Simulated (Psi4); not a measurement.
# MP2/def2-SV(P) (density fitting, density fitting for correlation, sweep point 1) run of C2H3B (SMILES BC#C)

Aim: the energy change on altering one bond length of C2H3B at MP2/def2-SV(P) (density fitting, density fitting for correlation, sweep point 1), from 2 runs. 

The results are computed with Psi4 1.11.

## (1) The structure to begin with

C2H3B: 6 atoms, total charge 0, spin state singlet. SMILES: `BC#C`. Geometry: relaxed at PBE0-D4/def2-TZVP.

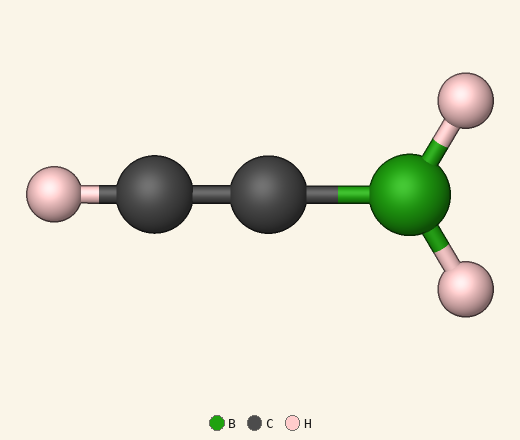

Viewed from a chosen angle; boron green, carbon dark grey, hydrogen pink.

## (2) A single-point energy at MP2/def2-SV(P) (density fitting, density fitting for correlation, sweep point 1)

File calc.dat:

```
memory 1600 mb

molecule mol {
  B     -0.830400     0.647300    -0.394300
  C      0.278600    -0.224100     0.117900
  C      1.172700    -0.926600     0.530500
  H     -1.756200     0.156700    -0.965700
  H     -0.783300     1.828200    -0.228600
  H      1.960800    -1.545600     0.894000
  units angstrom
  symmetry c1
}

set globals {
  basis           def2-SV(P)
  puream          true
  scf_type        df
  num_frozen_docc 3
}

E, wfn = energy("mp2", return_wfn=True)
```

On the command line:

```console
psi4 calc.dat calc.out -n 1
```

calc.out:

```text
[...]
  Running in c1 symmetry.
[...]
  Nuclear repulsion =   46.738123143885240
[...]
  Multiplicity = 1
[...]
  Nalpha       = 10
  Nbeta        = 10
[...]
    Number of basis functions: 48
[...]
   @DF-RHF iter   1:  -101.95897382660172   -1.08545e+00   5.17488e-03 ADIIS/DIIS
[...]
   @DF-RHF iter  11:  -102.00403414962406   -1.21645e-11   9.13698e-09 DIIS
[...]
    Orbital Energies [Eh]
    ---------------------
    Doubly Occupied:
       1A    -11.256982     2A    -11.227846     3A     -7.627389
       4A     -1.023751     5A     -0.782382     6A     -0.707339
       7A     -0.561769     8A     -0.524362     9A     -0.420120
      10A     -0.398668
[...]
  @DF-RHF Final Energy:  -102.00403414962406
   => Energetics <=
    Nuclear Repulsion Energy =             46.7381231438852396
    One-Electron Energy =                -228.4230962844146688
    Two-Electron Energy =                  79.6809389909053607
    Total Energy =                       -102.0040341496240615
[...]
 Multipole Moments:
 ------------------------------------------------------------------------------------
     Multipole            Electronic (a.u.)      Nuclear  (a.u.)        Total (a.u.)
 ------------------------------------------------------------------------------------
 L = 1.  Multiply by 2.5417464519 to convert [e a0] to [Debye]
 Dipole X            :          0.3927581           -0.1264389            0.2663192
 Dipole Y            :         -0.3085584            0.0994607           -0.2090977
 Dipole Z            :          0.1815495           -0.0588173            0.1227322
 Magnitude           :                                                    0.3601541
[...]
```

Wall time 1.9 s (1 thread of AMD EPYC 7R43 (Zen 3), shared host); peak memory 0.19 GiB.

## (3) The distorted shape

File input.in:

```
memory 1600 MB

molecule m {
  0 1
  B     -1.384912     1.083009    -0.650406
  C      0.278600    -0.224100     0.117900
  C      1.172700    -0.926600     0.530500
  H     -2.310712     0.592409    -1.221806
  H     -1.337812     2.263909    -0.484706
  H      1.960800    -1.545600     0.894000
  symmetry c1
}

set globals {
  basis def2-SV(P)
  puream true
  scf_type df
  num_frozen_docc 3
}

e_tot, wfn = energy('mp2', return_wfn=True)
```

On the command line:

```console
psi4 input.in input.out -n 1
```

input.out:

```text
[...]
  Running in c1 symmetry.
[...]
  Nuclear repulsion =   40.855545650526857
[...]
  Multiplicity = 1
[...]
  Nalpha       = 10
  Nbeta        = 10
[...]
    Number of basis functions: 48
[...]
   @DF-RHF iter   1:  -101.84080297026495   -1.43095e+00   5.85980e-03 ADIIS/DIIS
[...]
   @DF-RHF iter  12:  -101.89498656208519   -1.05160e-12   2.07231e-09 DIIS
[...]
    Orbital Energies [Eh]
    ---------------------
    Doubly Occupied:
       1A    -11.233172     2A    -11.210022     3A     -7.738983
       4A     -0.976913     5A     -0.725394     6A     -0.693982
       7A     -0.558228     8A     -0.472682     9A     -0.376780
      10A     -0.375959
[...]
  @DF-RHF Final Energy:  -101.89498656208519
   => Energetics <=
    Nuclear Repulsion Energy =             40.8555456505268566
    One-Electron Energy =                -216.7768324323652678
    Two-Electron Energy =                  74.0263002197532103
    Total Energy =                       -101.8949865620851938
[...]
 Multipole Moments:
 ------------------------------------------------------------------------------------
     Multipole            Electronic (a.u.)      Nuclear  (a.u.)        Total (a.u.)
 ------------------------------------------------------------------------------------
 L = 1.  Multiply by 2.5417464519 to convert [e a0] to [Debye]
 Dipole X            :         -0.4238367           -0.2843211           -0.7081577
 Dipole Y            :          0.3330730            0.2235170            0.5565899
 Dipole Z            :         -0.1955947           -0.1317366           -0.3273312
 Magnitude           :                                                    0.9583452
[...]
```

It took 2 s on 1 thread of AMD EPYC 7R43 (Zen 3), shared host; peak memory 0.18 GiB.

## (4) Outcome

At MP2/def2-SV(P) (density fitting, density fitting for correlation, sweep point 1), 3 core orbitals frozen:

```
                                                         quantity          value
                                        first shape: total energy  -102.31330 Eh
                 first shape: HOMO energy (Hartree–Fock orbitals)      -10.85 eV
                 first shape: LUMO energy (Hartree–Fock orbitals)        1.40 eV
               first shape: HOMO–LUMO gap (Hartree–Fock orbitals)       12.25 eV
         first shape: correlation energy (3 core orbitals frozen)     -309.3 mEh
                                    distorted shape: total energy  -102.20602 Eh
             distorted shape: HOMO energy (Hartree–Fock orbitals)      -10.23 eV
             distorted shape: LUMO energy (Hartree–Fock orbitals)        0.81 eV
           distorted shape: HOMO–LUMO gap (Hartree–Fock orbitals)       11.04 eV
     distorted shape: correlation energy (3 core orbitals frozen)     -311.0 mEh
energy change with the B1–C2 bond stretched from 1.501 to 2.251 Å       2.919 eV
```

What this shows: With the B1–C2 bond stretched from 1.501 to 2.251 Å the energy rises by 2.92 eV (67 kcal/mol). The first shape isn't relaxed at this level, so the change isn't measured from a minimum.
